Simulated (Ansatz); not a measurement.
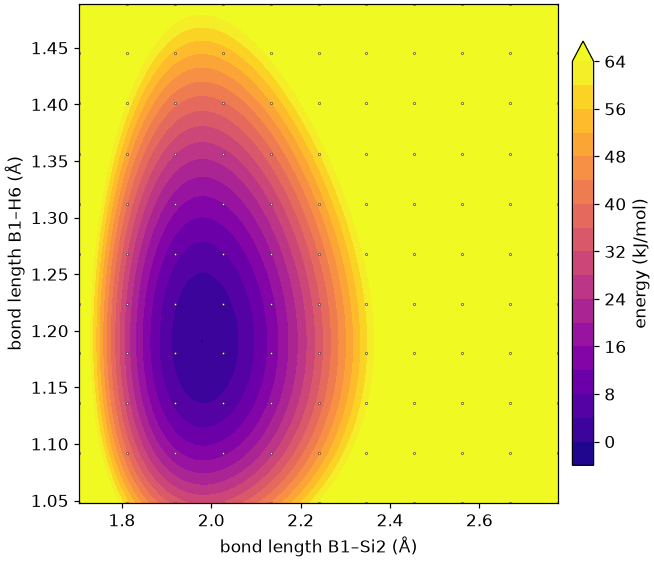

B2H4SSi, SMILES B[SiH]1BS1. 
- The first coordinate is: bond length B1–Si2; the second: bond length B1–H6.
- Nothing is relaxed (all other coordinates rigid).
- Grid: 11 × 11 points.
- Points are written as (first, second).
- Energies: kJ/mol, counted from the relaxed molecule at the same level.
- The restricted reference is unstable at some or all points, so the energies there are unreliable.
- These are results of RHF-MP2, frozen core/def2-TZVP (Ansatz 0.2.0), not measurements.

The picture shows filled contours, dots at the grid points, one colour for all values above the top of the scale. Between grid points the surface is interpolated.

> Where is the minimum, and how stiff is the well along each coordinate?

The interpolated minimum is at bond length B1–Si2 ≈ 1.983 Å, bond length B1–H6 ≈ 1.191 Å. The curvatures there are about 14 eV/Å² and 25 eV/Å², with a cross term of about 0 eV/Å². Round the minimum the two coordinates are nearly uncoupled. (1 eV is 96.5 kJ/mol.)
